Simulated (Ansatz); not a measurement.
# What NaSrH3 in R-3c, a phase reached by a soft mode distorts into

Which phase does NaSrH3 in R-3c, a phase reached by a soft mode fall into along its unstable mode, and how much energy does it gain?

Main program and level: Ansatz 0.2.0; DFT PBEsol, scalar-relativistic, plane waves, PAW; PAW set soft_1.

The structure was built from a prototype and need not be the compound's stable phase.

## (1) The starting structure

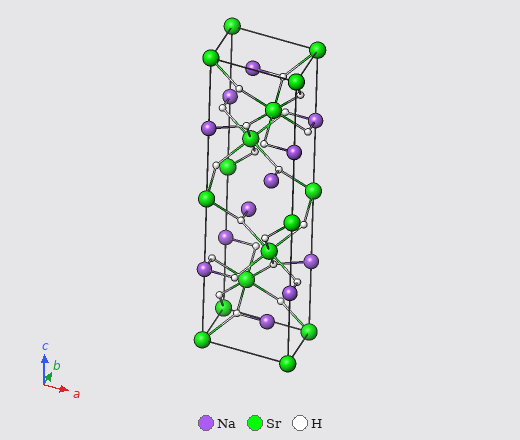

The cell as given, slightly off an axis (sodium purple, strontium green, hydrogen white). This picture shows the conventional cell, with its axes. Bonds to atoms that aren't drawn are left out. Some periodic images of atoms are drawn too.

## (2) Zone-centre response

This phase was reached earlier by freezing in an unstable mode of a structure of higher symmetry and relaxing. Its zone-centre modes can show that it is still unstable.

input.yaml

```yaml
crystal:
  lattice:
    - [3.1020648747, 1.7909779904, 5.3919793483]
    - [-3.1020648747, 1.7909779904, 5.3919793483]
    - [0.0, -3.5819559809, 5.3919793483]
  atoms:
    - { symbol: Na, position: [0.25, 0.25, 0.25] }
    - { symbol: Na, position: [0.75, 0.75, 0.75] }
    - { symbol: Sr, position: [0.5, 0.5, 0.5] }
    - { symbol: Sr, position: [0.0, 0.0, 0.0] }
    - { symbol: H, position: [0.6034771854, 0.25, 0.8965228146] }
    - { symbol: H, position: [0.3965228146, 0.75, 0.1034771854] }
    - { symbol: H, position: [0.8965228146, 0.6034771854, 0.25] }
    - { symbol: H, position: [0.1034771854, 0.3965228146, 0.75] }
    - { symbol: H, position: [0.25, 0.8965228146, 0.6034771854] }
    - { symbol: H, position: [0.75, 0.1034771854, 0.3965228146] }
kpoints:
  mp_grid: { grid: [6, 6, 6] }
hamiltonian:
  xc: pbesol
  pseudopotentials: { kind: paw, azcp: { folder: soft_1 }, xc_functional: pbe }
scf:
  occupations: { method: fixed }
output:
  eigenvalues: true
phonons:
  method: dfpt
  dielectric: true
  rigid_motions: translations
```

On the command line:

```sh
$ ansatz run input.yaml --threads 4 --pin off --max-ram 16384MiB --backend cpu --events-out ev --progress --plain --runs-dir out
```

Numbers of over 12 decimals in the logs are rounded to 6 here.

Output:

```text
Engine: ansatz 0.2.0, aarch64-unknown-linux-gnu
Pseudopotentials: kind: paw
Pseudopotential: Na, paw, valence charge 9, recommended cutoff 420 eV (normal), soft_1/Na.paw.azcp
Pseudopotential: Sr, paw, valence charge 10, recommended cutoff 420 eV (normal), soft_1/Sr.paw.azcp
Pseudopotential: H, paw, valence charge 1, recommended cutoff 420 eV (normal), soft_1/H.paw.azcp
Functional definition: PBEsol
  exchange = pbesol_x
  correlation = pbesol_c
Crystal: 10 atoms, lattice volume = 179.738 Å³
Basis set: ecut = 420 eV, 3493 PW (Γ), exchange–correlation on 96×96×96 points (8 copies of the dense FFT grid, shifted against one another)
Bands: 32, of which v1, the nominal top of the filled ones, is band 22 counted from 1 (21 counted from 0)
Symmetry: 12 space group operations
k-points: 112 of 216 (irreducible under 1 space group operation, time reversal used)
Non-local potential: Na, projectors of the file, l = 0: 3, l = 1: 2, l = 2: 1
Non-local potential: Sr, projectors of the file, l = 0: 3, l = 1: 2, l = 2: 2
Non-local potential: H, projectors of the file, l = 0: 2, l = 1: 1
PAW form: soft (Blöchl's): semilocal exchange-correlation on the pseudo side does not see the compensation charge
PAW frozen core: Na, regenerated for the run's functional, and the local potential with it (the file was generated under x = pbe(κ = 0.804, μ = 0.219515), c = pbe(β = 0.066725))
PAW frozen core: Sr, regenerated for the run's functional, and the local potential with it (the file was generated under x = pbe(κ = 0.804, μ = 0.219515), c = pbe(β = 0.066725))
PAW one-centre angular grid: Na, 110 points (default); XC on 64 Gauss nodes
PAW one-centre angular grid: Sr, 110 points (default); XC on 64 Gauss nodes
PAW one-centre angular grid: H, 110 points (default); XC on 64 Gauss nodes
Initial density: superposition of atomic densities (chi_scale 0.1, normalization cell, long waves kept (reshape's long-wave potential 0.00 eV rms))
Initial wavefunctions: pseudopotential atomic-orbital guess
Functional: x = pbesol(κ = 0.804, μ = 0.123457), c = pbesol(β = 0.046)
SCF iter   1: F=—  HF=-10034.895258 eV  |F-HF|=—  |Δ(HF+E_count)|=         —  Δρ=5.24e-2  dr2=6.04e0  ethr=3.10e-3  ⟨swp⟩=6.0  Hψ=15370  notcnv=0  defer=808
preconditioner: auto → Resta (q_TF=auto, 2.158 Å⁻¹)  ε∞=2.8  [insulator: Δε(μ)=3.609 eV  Ē_g=7.164 eV  n_scr=26 (ndim 8)  ℏωp=9.6 eV  f_vac=0.000  ε∞_Penn≈2.8]
SCF iter   2: F=—  HF=-10033.220301 eV  |F-HF|=—  |Δ(HF+E_count)|=    1.67e0  Δρ=2.16e-2  dr2=1.33e0  ethr=3.10e-3  ⟨swp⟩=2.0  Hψ=5465  notcnv=0  defer=802
SCF iter   3: F=—  HF=-10032.878604 eV  |F-HF|=—  |Δ(HF+E_count)|=   3.42e-1  Δρ=4.17e-3  dr2=3.18e-2  ethr=3.02e-3  ⟨swp⟩=2.0  Hψ=4159  notcnv=0  defer=815
SCF iter   4: F=—  HF=-10032.894111 eV  |F-HF|=—  |Δ(HF+E_count)|=   1.55e-2  Δρ=1.38e-3  dr2=2.31e-3  ethr=7.24e-5  ⟨swp⟩=3.9  Hψ=7720  notcnv=0  defer=893
SCF iter   5: F=—  HF=-10032.894587 eV  |F-HF|=—  |Δ(HF+E_count)|=   4.76e-4  Δρ=2.41e-4  dr2=9.76e-5  ethr=5.25e-6  ⟨swp⟩=2.0  Hψ=5868  notcnv=0  defer=893
SCF iter   6: F=—  HF=-10032.894694 eV  |F-HF|=—  |Δ(HF+E_count)|=   1.07e-4  Δρ=3.79e-5  dr2=2.66e-6  ethr=2.22e-7  ⟨swp⟩=2.1  Hψ=5222  notcnv=0  defer=893
SCF iter   7: F=—  HF=-10032.894718 eV  |F-HF|=—  |Δ(HF+E_count)|=   2.41e-5  Δρ=6.39e-6  dr2=9.80e-8  ethr=6.05e-9  ⟨swp⟩=2.0  Hψ=5576  notcnv=0  defer=812
SCF iter   8: F=—  HF=-10032.894718 eV  |F-HF|=—  |Δ(HF+E_count)|=   1.27e-7  Δρ=1.37e-6  dr2=4.98e-9  ethr=2.23e-10  ⟨swp⟩=2.0  Hψ=5641  notcnv=0  defer=813
SCF iter   9: F=-10032.894718 eV  HF=-10032.894718 eV  |F-HF|=1.40e-10  |Δ(HF+E_count)|=   8.22e-9  Δρ=1.95e-7  dr2=7.96e-11  ethr=1.00e-12  ⟨swp⟩=20.1  Hψ=35852  notcnv=0
SCF 1 converged in 9 iterations: F = -10032.894718 eV  dr2 = 7.96e-11
  greatest PAW one-centre occupation: 0.999 electrons in one spin orbital (limit 2), on the Na atom at site 1 (counted from 0), in its partial waves of l = 0
NSCF: frozen V_eff on 6 k-points
DFPT response loops at Γ: preconditioner auto → Resta (q_TF=auto, 2.158 Å⁻¹)  ε∞=4.8 (no band partly filled); β = 1.00, the filter's whole step (`scf.mixing.beta` (0.50) is not read by the response loops at its default; to damp them type it under 1.00, their step now; it binds the ground state too); Broyden in place of MSR1
── the response to a field inside a basis, on 6×6×6 k-points: an SCF that follows is theirs, and a resumed run solves both again ──
Bands: 23, of which v1, the nominal top of the filled ones, is band 22 counted from 1 (21 counted from 0)
k-points: 28 of 216
Initial density: handed on by an earlier stage of this run
Initial wavefunctions: pseudopotential atomic-orbital guess (no wavefunctions were taken with the density)
Eigensolver: Dense (28 Hₖ)
SCF iter   1: F=—  HF=-10032.882895 eV  |F-HF|=—  |Δ(HF+E_count)|=         —  Δρ=1.13e-4  dr2=6.80e-6  ethr=1.00e-1
preconditioner: auto → Resta (q_TF=auto, 2.158 Å⁻¹)  ε∞=6.0  [insulator: Δε(μ)=2.719 eV  Ē_g=4.276 eV  n_scr=26 (ndim 8)  ℏωp=9.6 eV  f_vac=0.000  ε∞_Penn≈6.0]
SCF iter   2: F=—  HF=-10032.882900 eV  |F-HF|=—  |Δ(HF+E_count)|=   5.49e-6  Δρ=6.02e-5  dr2=2.10e-6  ethr=1.55e-8
SCF iter   3: F=-10032.882903 eV  HF=-10032.882903 eV  |F-HF|=6.86e-8  |Δ(HF+E_count)|=   3.05e-6  Δρ=6.39e-6  dr2=9.84e-8  ethr=4.78e-9
SCF 1 converged in 3 iterations: F = -10032.882903 eV  dr2 = 9.84e-8
DFPT response loops at Γ: preconditioner auto → Resta (q_TF=auto, 2.158 Å⁻¹)  ε∞=4.7 (no band partly filled); β = 1.00, the filter's whole step (`scf.mixing.beta` (0.50) is not read by the response loops at its default; to damp them type it under 1.00, their step now; it binds the ground state too); Broyden in place of MSR1
SCF converged after 9 iterations
Free energy (F): -10032.894718 eV
Harris-Foulkes:  -10032.894718 eV  (|F-HF|=1.40e-10)
Internal energy: -10032.894718 eV  (E = F + TS)
E sigma→0 (E₀):  -10032.894718 eV
Fermi energy:    1.679915 eV
--- Per-component energies (eV) ---
  E_band       = -728.868743
  E_kinetic    = 769.398413
  E_local      = -4708.794375  (includes V_loc(G=0)·N_el)
  E_nonlocal   = 1030.180706
  E_hartree    = 1468.815230
  E_xc         = -471.501047
  E_vxc        = -471.469089  (∫ρ·V_xc dr)
  E_paw        = -5850.349723  (= ΣΔE_a)
  E_vpaw       = -285.809621  (= ΣTr[D̂ρ^β])
  E_aug_tail   = -0.005358  (compensation charges beyond the density's cutoff)
  E_ewald      = -2271.016648
  E_core_change = 0.378084  (= ΣΔE_core)
  E_smearing   = -0.000000  (= −TS)
  E_closure    = 0.000000  (closes the sum)
  Σ components = -10032.894718   (vs F -10032.894718, Δ=0.00e0)
--- Band table (eV; the first three rows and the last of 112) ---
  k-point 0: bands = [... 18 lower, 0.4406, 1.5029, 1.6799, 1.6799, 4.2815, 4.7907, 4.7907, 7.0517, ... 6 higher]
  k-point 1: bands = [... 18 lower, 0.5035, 1.4054, 1.4346, 1.5499, 4.4722, 4.8401, 4.9096, 7.0036, ... 6 higher]
  k-point 2: bands = [... 18 lower, 0.6708, 0.9329, 1.2477, 1.2690, 4.9033, 5.0698, 5.1318, 6.2978, ... 6 higher]
  k-point 111: bands = [... 18 lower, 0.9842, 0.9842, 0.9842, 0.9842, 5.5948, 5.5948, 5.9273, 5.9273, ... 6 higher]
--- Phonons (Γ-DFPT): 6 representative perturbations + reference, on 112 of 216 k-points (Σ response iterations 23) ---
  k mesh reduced under 1 symmetry operation, with k and −k counted as one. Each operation leaves every solved perturbation unchanged. A smaller set is not considered because the run solves the response to a homogeneous field
  ASR residual: 7.031e-5 → 0.000e0 eV/Å²; symmetrization residual: 1.822e-6 eV/Å²
  ASR residual per site (eV/Å²): 7.03e-5 7.03e-5 2.73e-5 2.73e-5 4.09e-5 4.09e-5 4.39e-5 4.39e-5 4.09e-5 4.09e-5
  Γ frequencies (cm⁻¹): -263.32 -220.18 -220.18 -69.20 0.00 0.00 0.00 123.81 124.57 124.57 124.75 124.75 155.20 166.98 166.98 399.11 399.11 587.39 714.49 714.49 785.89 818.88 825.47 825.47 933.86 966.71 966.71 983.56 983.56 1098.66
  ε∞ (high-frequency dielectric tensor):
        3.325044     0.000000     0.000000
        0.000000     3.325044    -0.000000
        0.000000    -0.000000     3.403939
  softest optical mode at Γ: -263.32 cm⁻¹; the repairs (sum rule, projections) moved no ω² at Γ by more than (5.18 cm⁻¹)²
  Born effective charges Z* (e; rows j = field, columns β = displacement):
    site 0:
         1.00450    0.00000   -0.00000
        -0.00000    1.00450   -0.00000
         0.00000   -0.00000    1.09529
    site 1:
         1.00450    0.00000    0.00000
        -0.00000    1.00450   -0.00000
         0.00000   -0.00000    1.09529
    site 2:
         1.96777    0.01630    0.00000
        -0.01630    1.96777    0.00000
        -0.00000    0.00000    1.93874
    site 3:
         1.96777   -0.01630   -0.00000
         0.01630    1.96777    0.00000
         0.00000    0.00000    1.93874
    site 4:
        -1.02274    0.05540   -0.07213
         0.05540   -0.95877    0.04164
        -0.06399    0.03695   -1.01134
    site 5:
        -1.02274    0.05540   -0.07213
         0.05540   -0.95877    0.04164
        -0.06399    0.03695   -1.01134
    site 6:
        -0.92679    0.00000    0.00000
        -0.00000   -1.05472   -0.08329
         0.00000   -0.07389   -1.01134
    site 7:
        -0.92679    0.00000    0.00000
        -0.00000   -1.05472   -0.08329
        -0.00000   -0.07389   -1.01134
    site 8:
        -1.02274   -0.05540    0.07213
        -0.05540   -0.95877    0.04164
         0.06399    0.03695   -1.01134
    site 9:
        -1.02274   -0.05540    0.07213
        -0.05540   -0.95877    0.04164
         0.06399    0.03695   -1.01134
  Z* charge neutrality: 2.212e-3 e pre-enforcement
  solved inside a basis spanned on kpoints, on 6×6×6 k-points, its susceptibility summed on 10×10×10: ε∞ is read to err by 8.2e-3, Z* by 1.1e-2 e (field_mesh: kpoints solves on kpoints); Z* is corrected for what the basis lacks
  optical modes at Γ without the LO–TO term, one row a degenerate level:
      ω (cm⁻¹)  modes    IR ((D/Å)²/amu)
       -263.32      1            81.8772
       -220.18      2            46.5011
        -69.20      1             0.0000
        123.81      1             0.0000
        124.57      2             0.0000
        124.75      2             0.0024
        155.20      1            10.1939
[...]
optical modes at Γ + LO–TO along q̂ = [1.0000, 0.0000, 0.0000]:
      ω (cm⁻¹)  modes    IR ((D/Å)²/amu)
[...]
optical modes at Γ + LO–TO along q̂ = [0.0000, 1.0000, 0.0000]:
      ω (cm⁻¹)  modes    IR ((D/Å)²/amu)
[...]
optical modes at Γ + LO–TO along q̂ = [0.0000, 0.0000, 1.0000]:
      ω (cm⁻¹)  modes    IR ((D/Å)²/amu)
[...]
166.98      2             1.9731
        399.11      2             0.0000
        444.01      1            51.0814
        587.39      1             0.0000
        714.49      2           172.9880
        785.89      1             0.0000
        818.88      1             0.0000
        825.47      2             0.0000
        966.71      2            58.3387
        983.56      2             0.0000
       1062.03      1            93.1485
       1098.66      1             0.0000
```

It took 2.5 min on 4 threads of Arm Neoverse V2, shared host; peak memory 2.4 GiB.

In the SCF lines HF is the Harris–Foulkes energy and dr2 the Hartree energy of the density residual, in eV; the loop may stop once dr2 is under the threshold and the program's other checks hold. Hψ counts applications of the Hamiltonian.

This step gave:

```yaml
gap_on_the_k_mesh: 2.602 eV
volume_per_atom: 17.97 Å³
sum_rule_residual_before_enforcement: 7.03e-5 eV/Å²
miss_of_the_charge_sum_rule: 0.002212 e
estimated_error_of_the_dielectric_tensor: 0.008187
estimated_error_of_the_born_charges: 0.01131 e
point_group: -3m
highest_optical_mode_at_the_zone_centre_no_lo_to_term: 1099 cm⁻¹
lowest_optical_zone_centre_mode: -263.3 cm⁻¹
mean_high_frequency_dielectric_constant: 3.351
largest_born_charge_third_of_the_trace: 1.958 e
top_of_the_zone_centre_spectrum_with_the_field: 1099 cm⁻¹
```

Without the LO-TO term. Patterns of degenerate modes are one choice out of their space. Modes at Γ, with each element's share of the kinetic energy (negative means imaginary):

| mode | frequency (cm⁻¹) | symmetry | Na % | Sr % | H % |
| --- | --- | --- | --- | --- | --- |
| 1 | -263.3 | A2u | 19 | 1 | 80 |
| 2 | -220.2 | Eu | 4 | 0 | 96 |
| 3 | -220.2 | Eu | 4 | 0 | 96 |
| 4 | -69.2 | A2g | 98 | 0 | 2 |
| 5 | 0.0 | acoustic | 20 | 77 | 3 |
| 6 | 0.0 | acoustic | 20 | 77 | 3 |
| 7 | 0.0 | acoustic | 20 | 77 | 3 |
| 8 | 123.8 | A1u | 0 | 100 | 0 |
| 9 | 124.6 | Eg | 91 | 0 | 9 |
| 10 | 124.6 | Eg | 91 | 0 | 9 |
| 11 | 124.8 | Eu | 0 | 99 | 0 |
| 12 | 124.8 | Eu | 0 | 99 | 0 |
| 13 | 155.2 | A2u | 61 | 21 | 18 |
| 14 | 167.0 | Eu | 73 | 22 | 5 |
| 15 | 167.0 | Eu | 73 | 22 | 5 |
| 16 | 399.1 | Eg | 8 | 0 | 92 |
| 17 | 399.1 | Eg | 8 | 0 | 92 |
| 18 | 587.4 | A2g | 2 | 0 | 98 |
| 19 | 714.5 | Eu | 2 | 1 | 97 |
| 20 | 714.5 | Eu | 2 | 1 | 97 |
| 21 | 785.9 | A1g | 0 | 0 | 100 |
| 22 | 818.9 | A1u | 0 | 0 | 100 |
| 23 | 825.5 | Eg | 1 | 0 | 99 |
| 24 | 825.5 | Eg | 1 | 0 | 99 |
| 25 | 933.9 | A2u | 0 | 1 | 99 |
| 26 | 966.7 | Eu | 0 | 1 | 99 |
| 27 | 966.7 | Eu | 0 | 1 | 99 |
| 28 | 983.6 | Eg | 0 | 0 | 100 |
| 29 | 983.6 | Eg | 0 | 0 | 100 |
| 30 | 1098.7 | A2g | 0 | 0 | 100 |

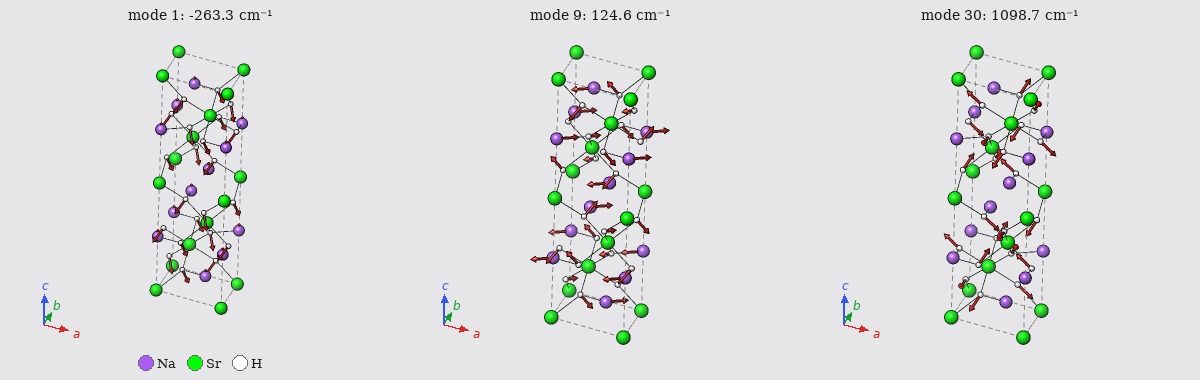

Displacement patterns of modes 1, 9 and 30 at Γ; arrows are exaggerated. Bonds to atoms that aren't drawn are left out. Some periodic images of atoms are drawn too.

Before it was imposed, the acoustic sum rule was missed by 7.0e-5 eV/Å² and the charge sum rule by 0.0022 e. Small misses are needed for a sound result but don't prove that mesh and cutoff are converged. The lowest optical mode is imaginary, 263.3i cm⁻¹, so the energy falls along it.

## (3) The mode frozen in, largest atomic shift 0 Å

The mode followed lies at Γ with frequency 263.3i cm⁻¹, the softest among the wavevectors solved. At small amplitude the distorted cell has space group no. 161 by a symmetry search on the positions. The undistorted cell that holds it gives the zero of energy on the same k mesh.

Changes to input.yaml since step 2:

```diff
@@ -22,8 +22,6 @@
 scf:
-  occupations: { method: fixed }
+  occupations: { method: gaussian, width: 0.02 }
 output:
+  forces: true
+  stress: true
   eigenvalues: true
-phonons:
-  method: dfpt
-  dielectric: true
-  rigid_motions: translations
```

Output:

```text
[...]
Crystal: 10 atoms, lattice volume = 179.738 Å³
Basis set: ecut = 420 eV, 3493 PW (Γ), exchange–correlation on 90×90×90 points (8 copies of the dense FFT grid, shifted against one another)
Bands: 32, of which v1, the nominal top of the filled ones, is band 22 counted from 1 (21 counted from 0)
Symmetry: 12 space group operations
[...]
k-points: 32 of 216
[...]
k-point 0: bands = [... 18 lower, 0.4406, 1.5029, 1.6799, 1.6799, 4.2814, 4.7907, 4.7907, 7.0516, ... 4 higher]
  k-point 1: bands = [... 18 lower, 0.5035, 1.4054, 1.4346, 1.5499, 4.4721, 4.8401, 4.9096, 7.0036, ... 4 higher]
  k-point 2: bands = [... 18 lower, 0.6708, 0.9329, 1.2477, 1.2690, 4.9032, 5.0697, 5.1318, 6.2979, ... 4 higher]
  k-point 31: bands = [... 18 lower, 0.9842, 0.9842, 0.9842, 0.9842, 5.5946, 5.5946, 5.9274, 5.9274, ... 4 higher]
[key lines of the parts left out:]
SCF converged after 7 iterations
Free energy (F): -10032.894718 eV
Fermi energy:    2.980685 eV
P = ⅓ Tr σ = 0.0079 GPa (0.079 kbar)
```

Run time: 2.1 s. Hardware: 4 threads; peak memory 0.54 GiB.

This step gave:

```
pressure                         : 0.007950 GPa
gap on the k-mesh                : 2.601 eV
energy from the undistorted cell : 0 meV/atom
```

At this level the gap is 2.60 eV on the k-mesh of the self-consistent run, which can miss the band edges.

## (4) The mode frozen in, largest atomic shift 0.6 Å

The atoms are moved along the unstable eigenvector, the largest shift by 0.6 Å, with the cell fixed.

input.yaml, the sections that differ from step 3:

```yaml
crystal:
  lattice:
    - [3.1020648747, 1.7909779904, 5.3919793483]
    - [-3.1020648747, 1.7909779904, 5.3919793483]
    - [0.0, -3.5819559809, 5.3919793483]
  atoms:
    - { symbol: Na, position: [0.2565197163, 0.2565197163, 0.2565197163] }
    - { symbol: Na, position: [0.7565197163, 0.7565197163, 0.7565197163] }
    - { symbol: Sr, position: [0.4993629877, 0.4993629877, 0.4993629877] }
    - { symbol: Sr, position: [-0.0006370123, -0.0006370123, -0.0006370123] }
    - { symbol: H, position: [0.6027782386, 0.1580727416, 0.8958238678] }
    - { symbol: H, position: [0.3958238678, 0.6580727416, 0.1027782386] }
    - { symbol: H, position: [0.8958238678, 0.6027782386, 0.1580727416] }
    - { symbol: H, position: [0.1027782386, 0.3958238678, 0.6580727416] }
    - { symbol: H, position: [0.1580727416, 0.8958238678, 0.6027782386] }
    - { symbol: H, position: [0.6580727416, 0.1027782386, 0.3958238678] }
# kpoints, hamiltonian, scf, output: as in step 3
```

Output:

```text
[...]
Crystal: 10 atoms, lattice volume = 179.738 Å³
Basis set: ecut = 420 eV, 3493 PW (Γ), exchange–correlation on 90×90×90 points (8 copies of the dense FFT grid, shifted against one another)
Bands: 32, of which v1, the nominal top of the filled ones, is band 22 counted from 1 (21 counted from 0)
Symmetry: 6 space group operations
[...]
k-points: 32 of 216 (time reversal used)
[...]
k-point 0: bands = [... 18 lower, 0.7105, 1.0089, 1.6272, 1.6272, 4.9398, 5.1070, 5.1070, 6.9549, ... 4 higher]
  k-point 1: bands = [... 18 lower, 0.7575, 0.9786, 1.4729, 1.5441, 4.9580, 5.0864, 5.1503, 6.8726, ... 4 higher]
  k-point 2: bands = [... 18 lower, 0.8759, 0.9606, 1.2492, 1.3493, 4.9560, 5.2111, 5.3001, 6.1848, ... 4 higher]
  k-point 31: bands = [... 18 lower, 1.1525, 1.1525, 1.1525, 1.1525, 5.2805, 5.2805, 5.9660, 5.9660, ... 4 higher]
[key lines of the parts left out:]
SCF converged after 8 iterations
Free energy (F): -10033.059294 eV
Fermi energy:    3.077223 eV
P = ⅓ Tr σ = -2.0759 GPa (-20.759 kbar)
```

Elapsed: 3.6 s, on 4 threads; peak memory 0.49 GiB.

This step gave:

- pressure: -2.076 GPa
- gap on the k-mesh: 2.900 eV
- energy from the undistorted cell: -16.46 meV/atom

The energy, extrapolated to zero smearing, is -16.46 meV/atom against the undistorted cell.

The run ends at a pressure of -2.08 GPa, with forces up to 0.42 eV/Å.

(Part 1 of 3 ends here.)

[Logs are printed without paths, hosts, clocks, repeated set-up lines and the standing remarks that a program may print on its own settings, such as how far it seeks lower states.]

[Hosts, paths, dates, database ids (printed as entryN), source tags and the programs' standing remarks are cut or masked in the printed files.]
